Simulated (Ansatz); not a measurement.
## A ladder of methods for BSiH3ClO (SMILES [SiH3]O[B]Cl)

BSiH3ClO: 7 atoms, total charge 0, spin state doublet. As SMILES, `[SiH3]O[B]Cl`. Geometry: relaxed at PBE0-D4/def2-TZVP. This is one conformer, not always the lowest.

Quantity: the electronic atomisation energy, in eV. The values are calculated. Electronic energies at fixed atoms, without zero-point motion or spin-orbit coupling.

| level | kind | program | value (eV) | CPU time (all runs) |
| --- | --- | --- | --- | --- |
| USVWN5/cc-pVDZ | LDA | Ansatz | 27.55 | 7 s |
| U-revPBE/cc-pVDZ | GGA | Ansatz | 23.44 | 13 s |
| UBLYP/cc-pVDZ | GGA | Ansatz | 23.72 | 14 s |
| UB3LYP/cc-pVDZ | global hybrid | Ansatz | 23.79 | 14 s |
| U-wB97X/cc-pVDZ | range-separated hybrid | Ansatz | 23.99 | 52 s |
| UB2PLYP/cc-pVDZ | double hybrid | Ansatz | 23.47 | 16 s |
| UPBE-QIDH/cc-pVDZ | double hybrid | Ansatz | 23.50 | 16 s |
| RPA@PBE/cc-pVDZ | RPA | Ansatz | 21.06 | 18 s |
| UMP2/cc-pVDZ | perturbation theory | Ansatz | 22.91 | 4.8 s |
| UBCCD(T)/cc-pVDZ | coupled cluster or CI | Ansatz | 22.28 | 43 s |

Correlated wave functions underbind in double-zeta sets. The values span 21.06 to 27.55 eV. In so small a basis fixed costs decide the times, and correlated methods can beat functionals. CPU times are rough (shared hosts, several kinds of processor and program).

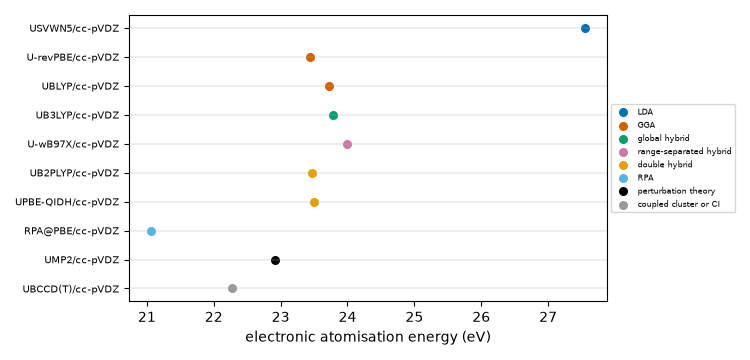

The values of the table, level by level.
